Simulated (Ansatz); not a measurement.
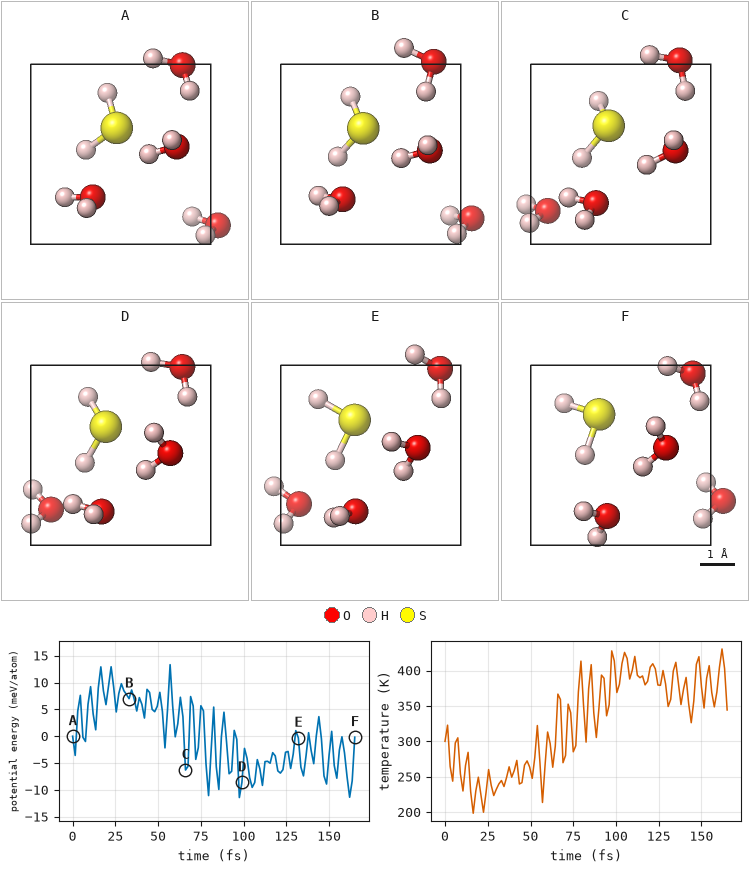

First-principles dynamics of a periodic cell with 4 H2O + 1 SH2 at 1.088 g/cm³, 165 fs long. It starts from the last geometry of an earlier run, with fresh velocities. Frames (A at 0 fs, B at 33 fs, C at 66 fs, D at 99 fs, E at 132 fs, F at 165 fs) and the history of the run. The picture is a ball-and-stick view of the simulation cell, seen along the c axis. Atoms that leave the cell re-enter on the other side.

Theory: DFT r2SCAN, scalar-relativistic, plane waves, PAW (Ansatz). Run with plane-wave cutoff 500 eV; k-point mesh 1 × 1 × 1; Fermi-Dirac smearing 0.02 eV; Nosé-Hoover thermostat (NVT); set temperature 300 K; time step 1.5 fs; H given the mass 2.014 u; thermostat time 100.0 fs.

Input
```yaml
crystal:
  lattice:
    - [5.451362, 0.0, 0.0]
    - [0.0, 5.451362, 0.0]
    - [0.0, 0.0, 5.451362]
  atoms:
    - { symbol: O, position: [0.83938718, 0.99171168, 0.55047303] }
    - { symbol: H, position: [0.6747414, 1.02940763, 0.61261148] }
    - { symbol: H, position: [0.87877679, 0.84968572, 0.64631065] }
    - { symbol: O, position: [0.80656286, 0.53949222, 0.83060229] }
    - { symbol: H, position: [0.65266493, 0.49756481, 0.76657188] }
    - { symbol: H, position: [0.78060341, 0.57557293, 1.00605649] }
    - { symbol: O, position: [0.34042818, 0.25830143, 0.68772146] }
    - { symbol: H, position: [0.18574415, 0.25832407, 0.60508398] }
    - { symbol: H, position: [0.30655067, 0.1982198, 0.85050639] }
    - { symbol: O, position: [1.03571982, 1.10200676, 0.10334355] }
    - { symbol: H, position: [0.96633198, 1.0470389, 0.26762452] }
    - { symbol: H, position: [0.89242027, 1.1506958, -0.00126512] }
    - { symbol: S, position: [0.47351199, 0.64295038, 0.3504449] }
    - { symbol: H, position: [0.42157815, 0.83817861, 0.21745757] }
    - { symbol: H, position: [0.30261973, 0.52180121, 0.22387774] }
basis:
  ecutwfc: 500.0
kpoints:
  mp_grid: { grid: [1, 1, 1] }
hamiltonian:
  xc: r2scan
scf:
  occupations: { method: fermi_dirac, width: 0.02 }
  lower_state_search: "off"
  max_iter: 84
md:
  timestep: 1.5
  n_steps: 110
  ensemble: nvt_nose_hoover
  temperature: 300.0
  initial_velocities: maxwell_boltzmann
  seed: 173100
  nose_hoover: { tau: 100.0, chain_length: 5 }
  masses: [{ species: H, mass: 2.014 }]
```

Run as
```bash
ansatz run input.yaml --threads 1 --pin off --max-ram 3072MiB --backend cpu --events-out ev --progress --plain --runs-dir out
```

What do the frames and curves show?

In the second half of the run the atoms are, in the root-mean-square, this far from where they began (common drift taken out): H 0.71 Å, O 0.53 Å, S 0.53 Å. The heavy atoms stay within a fraction of a molecule's size of their starting places; so short a run doesn't tell a liquid from a solid. The mean temperature in the second half is 381 K (standard deviation 30 K). The potential energy in the second half lies on average 4.2 meV per atom below the first frame. The conserved quantity stays between −0.9 and 1.6 meV per atom of its start. A straight-line fit has a slope that amounts to +0.27 meV per atom over 165 fs (0.7 % of the mean kinetic energy), and the ripple about it is 6.4 % of the kinetic energy's fluctuation. With a drift under 2 % and a ripple under 7 %, the integration is accurate. The time step of 1.5 fs is long for the fastest vibrations here (lightest element hydrogen).

Limits of the set-up: masses were changed (H 2.014 u), which shifts the vibrations; the periodic images lie only 5.5 Å apart, so the values are limited by the cell's size.

The run took 20 min on 1 thread of Arm Neoverse V2, on a shared host, peak memory 0.56 GiB.
